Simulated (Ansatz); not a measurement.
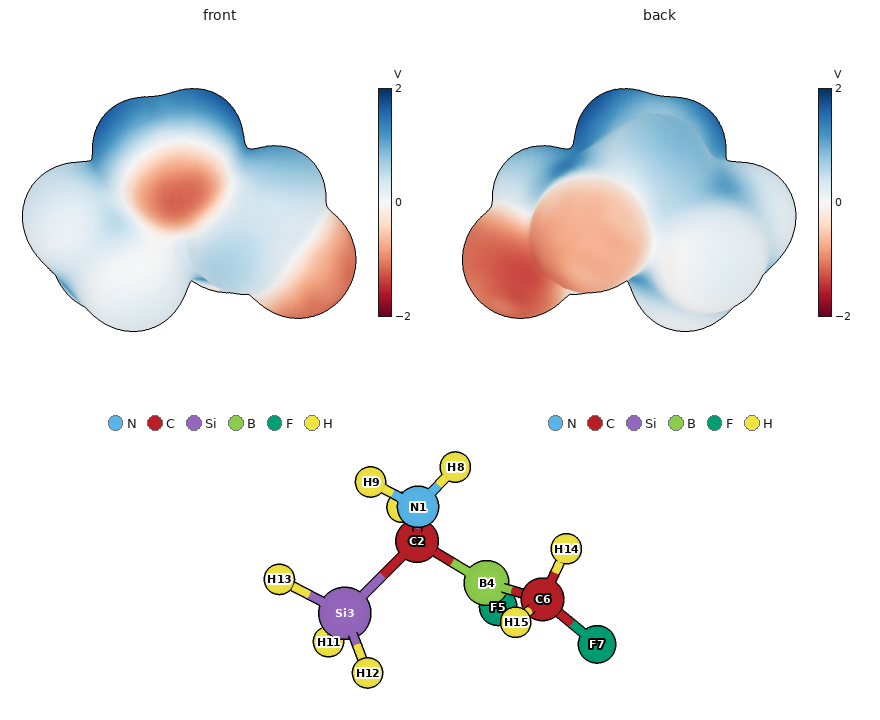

C2H8BF2NSi. The electrostatic potential painted on the density surface at 0.002 e/bohr³, seen from the front and from behind; red is negative and blue positive. The bare structure is drawn below in the same view.

All numbers below come from Ansatz 0.2.0, RKS PBE/cc-pVDZ.

```tsv
atom	x (Å)	y (Å)	z (Å)
N	-0.0776	-1.6285	-0.0292
C	-0.1842	-0.3528	-0.7610
Si	1.6287	0.2584	-1.0520
B	-0.8342	0.7816	0.0982
F	-1.2046	1.9330	-0.5110
C	-1.0445	0.6278	1.6551
F	-1.4942	1.7997	2.2770
H	-1.0167	-2.0133	0.1478
H	0.3985	-2.3346	-0.6078
H	-0.6449	-0.3875	-1.7825
H	1.6593	1.3998	-2.0355
H	2.2631	0.6839	0.2480
H	2.4089	-0.9104	-1.6105
H	-1.7804	-0.1906	1.8563
H	-0.0988	0.2827	2.1364
```

Where is the surface potential most negative and most positive?

Answer. The most negative region (about −1.3 V) lies over F7, the most positive (about +1.7 V) over H8.
